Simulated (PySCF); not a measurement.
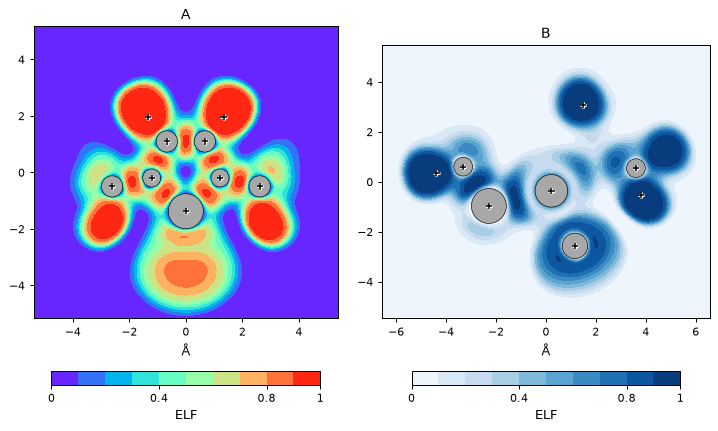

The ELF of 2 systems, each on a plane through atoms (crosses mark nuclei in the plane; grey discs cover the cores).

Theory: PySCF 2.14.0, CAM-B3LYP/def2-SVPD, SCF density, gas phase, scalar-relativistic core potentials on the heavy atoms.

System 1: C₆H₁₈Cl₂Si₂Sn (SnCl2(SiMe3)2), the plane of atoms Sn1, Si17 and C18. Geometry: PBE0-D3(BJ)/def2-SVP; core potentials replace the inner electrons of Sn.

```xyz
29

Sn    0.5333   -0.0618    0.3720
Cl    0.7930   -0.2906    2.7508
Cl    2.7803   -0.0899   -0.4828
Si    0.0861    2.4667    0.1429
C     1.5221    3.2271    1.0797
C     0.1470    2.9020   -1.6844
C    -1.5635    2.8951    0.9347
H     1.4684    4.3276    1.0451
H     2.4777    2.9059    0.6385
H     1.5080    2.9062    2.1325
H     1.0907    2.5454   -2.1253
H    -0.6886    2.4526   -2.2423
H     0.0975    3.9950   -1.8197
H    -2.4078    2.4285    0.4045
H    -1.5824    2.5557    1.9820
H    -1.7183    3.9867    0.9271
Si   -0.2217   -2.4574   -0.2069
C    -0.4454   -2.6133   -2.0665
C     1.1988   -3.5131    0.4144
C    -1.8062   -2.8088    0.7398
H    -0.6820   -3.6559   -2.3357
H     0.4797   -2.3284   -2.5912
H    -1.2629   -1.9745   -2.4341
H     2.1383   -3.2279   -0.0826
H     1.3314   -3.3745    1.4983
H     1.0027   -4.5798    0.2175
H    -1.6605   -2.5974    1.8105
H    -2.6447   -2.1948    0.3771
H    -2.0905   -3.8687    0.6346
```

System 2: C₄H₁₀N₂P₂S (SMILES CN1C=CN(C)P1(P)=S), the plane of atoms C4, C3 and H13. Geometry: PBE0-D3(BJ)/def2-SVP.

```xyz
19

C     2.4651    0.9486   -0.0225
N     1.2835    0.1309   -0.0426
C     1.2501   -1.2045   -0.4650
C     0.0457   -1.7746   -0.2755
N    -0.8785   -0.8950    0.3025
C    -2.2247   -1.2474    0.6598
P    -0.2645    0.6856    0.3755
P    -1.0410    1.6842   -1.4918
S    -0.5077    1.7340    1.9831
H     2.7511    1.3096   -1.0269
H     3.3129    0.3901    0.4048
H     2.2830    1.8185    0.6261
H     2.1471   -1.6710   -0.8676
H    -0.2421   -2.8012   -0.4940
H    -2.6190   -0.4856    1.3490
H    -2.2418   -2.2125    1.1898
H    -2.8961   -1.3146   -0.2156
H    -2.2583    2.0566   -0.8431
H    -0.4095    2.9191   -1.1488
```

Match each panel to its system.

Answer. Panel A is system 2, C₄H₁₀N₂P₂S: the plane holds C, N, P and H. C–C (1.35 Å): the ELF peaks at about 0.95 between the atoms (a covalent bond). Panel B is system 1, C₆H₁₈Cl₂Si₂Sn: the plane holds Sn, Cl, C, H and Si. C–Si (1.88 Å): the ELF peaks at about 0.95 between the atoms: localised, covalent bonding.
